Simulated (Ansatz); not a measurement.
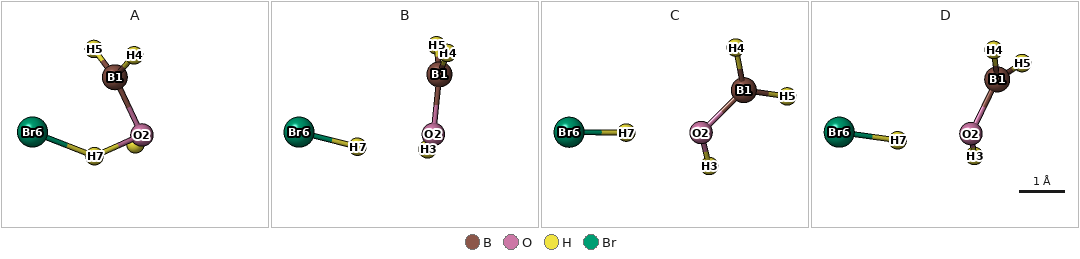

4 geometries from a converged minimum-energy path of BH$_{4}$OBr, shuffled. Style: ball-and-stick. Shown at a tilt.

All numbers below come from Ansatz, RKS PBE/def2-SVP. Run with 5 movable images; climbing image; force threshold 0.03 eV/Å; iteration limit 60; starting path through a guess of the saddle point.

Q: Which of them lies highest in energy?

A: A. In order along the path, whose images run from 0 to 6: C (image 0, 0.00 eV), D (image 1, +0.02 eV), B (image 2, +0.07 eV), A (image 4, +0.65 eV). Breaking: Br6–H7 (1.45 → 1.64 at the top → 2.85 Å). Forming: B1–Br6 (4.37 → 2.43 at the top → 2.03 Å), O2–H7 (1.93 → 1.34 at the top → 0.98 Å).
